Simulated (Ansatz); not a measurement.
# PBE-QIDH/cc-pVDZ run of CBrCl2F (bromodichlorofluoromethane)

Aim: the electronic atomisation energy of CBrCl2F (bromodichlorofluoromethane) at PBE-QIDH/cc-pVDZ, from 5 runs. 

The results are computed with Ansatz 0.2.0.

73 further runs of the same task are left out: 1 that didn't finish, 72 set aside as unsound or not needed.

## Step 1: Starting point

The species is CBrCl2F (5 atoms), meant as a singlet with charge 0. SMILES: `FC(Cl)(Cl)Br`. The shape is that of a PBE0-D4/def2-TZVP optimisation.

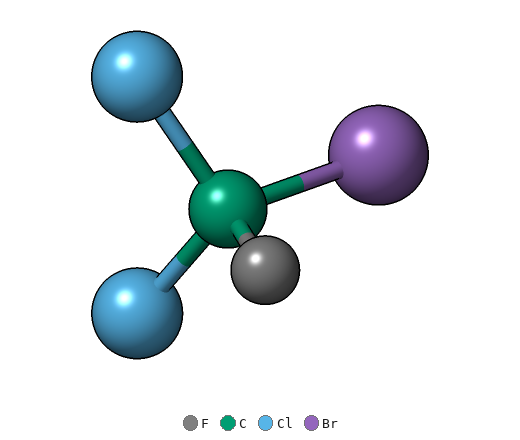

Viewed from a chosen angle; fluorine grey, carbon teal, chlorine blue, bromine purple.

## Step 2: The energy at PBE-QIDH/cc-pVDZ

The input, job.yaml:

```yaml
crystal:
  periodic: [false, false, false]
  atoms:
    - {symbol: F, position_ang: [-0.145400, 0.066000, 1.392100]}
    - {symbol: C, position_ang: [-0.007200, -0.045400, 0.072100]}
    - {symbol: Cl, position_ang: [1.255600, -1.218600, -0.263900]}
    - {symbol: Cl, position_ang: [-1.537300, -0.570800, -0.611000]}
    - {symbol: Br, position_ang: [0.484000, 1.695200, -0.630600]}
basis:
  gaussian: {orbitals: cc-pVDZ}
hamiltonian: {xc: {name: PBE-QIDH}}
output: {orbitals: {seedname: orbitals}}
correlation: {frozen_orbitals: {Br: 9, C: 1, Cl: 5, F: 1}}
accuracy: high
total_charge: 0
```

Started as:

```
$ ansatz run job.yaml --threads 1 --pin off --max-ram 3480MiB --events-out events.jsonl --progress --plain --runs-dir runs
```

The program printed:

```text
Warning: RAYON_NUM_THREADS=1 ignored (pool sized by the plan → 1); use --threads N
Functional definition: PBE-QIDH
  name "PBE-QIDH"
  parameter a = 3^(-1/3)
  parameter c = 1/3
  exchange = (1 - a)*pbe_x + a*exact_x
  correlation = (1 - c)*pbe_c + c*(mp2_os + mp2_ss)
2003 factors; integrals over basis functions are off by at most 4.6e-9 eV
mean field evaluation 1: about -98796.7837 eV, gradient 3.5e1 eV
mean field evaluation 2: about -98797.1842 eV, gradient 3.6e1 eV
mean field evaluation 4: about -98800.0947 eV, gradient 1.7e0 eV
mean field evaluation 8: about -98800.1202 eV, gradient 2.3e-1 eV
mean field evaluation 16: about -98800.1204 eV, gradient 3.0e-5 eV
mean field -98800.12038910 eV, -3630.8374551724 hartree, gradient 6.4e-8 eV, S^2 0.000000; 0 other end points of the search recorded, 0 dependent functions left out
21 core orbitals not correlated: weight in the atoms' cores, before any rotation towards them, 1.000 or more for the frozen orbitals, at most 0.000 for the correlated occupied ones
reference -98800.12038982 eV, -3630.8374551991 hartree; 21, 21 occupied and 49, 49 virtual orbitals, 2003 factors
second order -22.41020819 eV of doubles, -0.00000000 eV of singles
Total energy: -98807.59045922 eV, -3631.1119751860 hartree
```

It took 16 s on 1 thread of Arm Neoverse V2, shared host; peak memory 0.39 GiB.

## Step 3: The Br atom, same level

The input, molecule.yaml:

```yaml
crystal:
  periodic: [false, false, false]
  atoms:
    - symbol: Br
      position_ang: [0.000000, 0.000000, 0.000000]
basis:
  gaussian:
    orbitals: cc-pVDZ
magnetization:
  spin_polarized: true
  initial_magnetization: 1
hamiltonian:
  xc: {name: PBE-QIDH}
correlation:
  frozen_orbitals: {Br: 9}
accuracy: high
```

Run the same way, it converges to -2573.42366 Eh (log not shown).

## Step 4: The C atom, same level

The input, job.yaml:

```yaml
crystal:
  periodic: [false, false, false]
  atoms:
    - {symbol: C, position_ang: [0.000000, 0.000000, 0.000000]}
basis:
  gaussian: {orbitals: cc-pVDZ}
magnetization: {spin_polarized: true, initial_magnetization: 2}
hamiltonian: {xc: {name: PBE-QIDH}}
correlation: {frozen_orbitals: {C: 1}}
accuracy: high
```

Run the same way, it converges to -37.78950 Eh (log not shown).

## Step 5: The Cl atom

The input, input.yaml:

```yaml
crystal:
  periodic: [false, false, false]
  atoms:
    - {symbol: Cl, position_ang: [0.000000, 0.000000, 0.000000]}
basis:
  gaussian:
    orbitals: cc-pVDZ
magnetization:
  spin_polarized: true
  initial_magnetization: 1
hamiltonian:
  xc: {name: PBE-QIDH}
correlation:
  frozen_orbitals: {Cl: 5}
accuracy: high
```

Started as:

```
$ ansatz run input.yaml --threads 1 --pin off --max-ram 3480MiB --events-out events.jsonl --progress --plain --runs-dir runs
```

The program printed, cut to the lines that bear on the results:

```text
Warning: RAYON_NUM_THREADS=1 ignored (pool sized by the plan → 1); use --threads N
[... 2 set-up lines as earlier in the session ...]
[...]
141 factors; integrals over basis functions are off by at most 3.0e-9 eV
[...]
mean field -12513.13670175 eV, -459.8492920805 hartree, gradient 1.4e-8 eV, S^2 0.753988; 0 other end points of the search recorded, 0 dependent functions left out
5 core orbitals not correlated: weight in the atoms' cores, before any rotation towards them, 1.000 or more for the frozen orbitals, at most 0.000 for the correlated occupied ones
reference -12513.13670222 eV, -459.8492920980 hartree; 4, 3 occupied and 9, 10 virtual orbitals, 141 factors
second order -3.36736684 eV of doubles, -0.00000000 eV of singles
Total energy: -12514.25915783 eV, -459.8905415809 hartree
```

It took 0.72 s on 1 thread of Arm Neoverse V2, shared host.

## Step 6: The F atom at the same level

The input, job.yaml:

```yaml
basis:
  gaussian:
    orbitals: cc-pVDZ
crystal:
  periodic: [false, false, false]
  atoms:
    - {symbol: F, position_ang: [0.000000, 0.000000, 0.000000]}
correlation:
  frozen_orbitals: {F: 1}
magnetization:
  spin_polarized: true
  initial_magnetization: 1
hamiltonian:
  xc: {name: PBE-QIDH}
accuracy: high
```

Started as:

```
$ ansatz run job.yaml --threads 1 --pin off --max-ram 3480MiB --events-out events.jsonl --progress --plain --runs-dir runs
```

The program printed, cut to the lines that bear on the results:

```text
Warning: RAYON_NUM_THREADS=1 ignored (pool sized by the plan → 1); use --threads N
[... 2 set-up lines as earlier in the session ...]
[...]
96 factors; integrals over basis functions are off by at most 1.7e-9 eV
[...]
mean field -2709.09359233 eV, -99.5573532287 hartree, gradient 3.1e-9 eV, S^2 0.751435; 0 other end points of the search recorded, 0 dependent functions left out
1 core orbitals not correlated: weight in the atoms' cores, before any rotation towards them, 1.000 or more for the frozen orbitals, at most 0.000 for the correlated occupied ones
reference -2709.09359248 eV, -99.5573532340 hartree; 4, 3 occupied and 9, 10 virtual orbitals, 96 factors
second order -4.16740657 eV of doubles, -0.00000000 eV of singles
Total energy: -2710.48272800 eV, -99.6084030229 hartree
```

It took 0.28 s on 1 thread of Arm Neoverse V2, shared host.

## Step 7: What came out

Level: PBE-QIDH/cc-pVDZ, 21 core orbitals frozen.

```
                                     quantity           value
                       molecule: total energy  -3631.11198 Eh
  molecule: HOMO energy (SCF part's orbitals)       -10.80 eV
  molecule: LUMO energy (SCF part's orbitals)         0.51 eV
molecule: HOMO–LUMO gap (SCF part's orbitals)        11.30 eV
                        Br atom: total energy  -2573.42366 Eh
                                Br atom: ⟨S²⟩           0.754
                         C atom: total energy    -37.78950 Eh
                                 C atom: ⟨S²⟩           2.004
                        Cl atom: total energy   -459.89054 Eh
                                Cl atom: ⟨S²⟩           0.754
                         F atom: total energy    -99.60840 Eh
                                 F atom: ⟨S²⟩           0.751
                electronic atomisation energy       13.860 eV
```

Taking the molecule apart into free atoms costs 13.86 eV (1337 kJ/mol), before zero-point energy and without spin-orbit coupling.
